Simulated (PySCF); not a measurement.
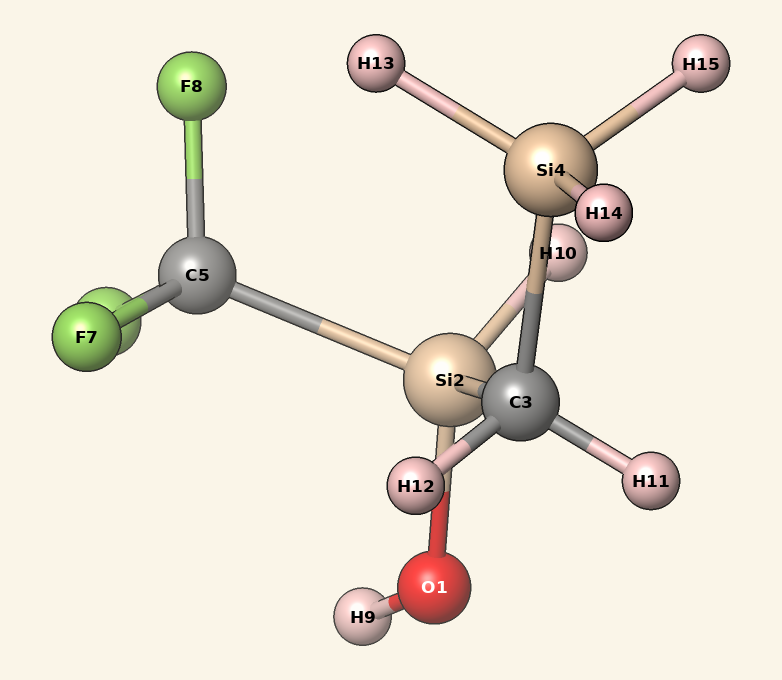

Si2 lies behind C3. The molecule seen a little off the C3–Si2 bond, C3 in front. Depth is shown by fading: the farther an atom, the more it takes the colour of the background. The geometry was computed by an optimisation with GFN2-xTB. No frequency run is at hand to confirm it as a minimum.

**What is the torsion angle Si4–C3–Si2–O1? The sign is positive where the front bond must turn clockwise to cover the back bond.**

179°, antiperiplanar (anti). The bonds about C3–Si2 are staggered.
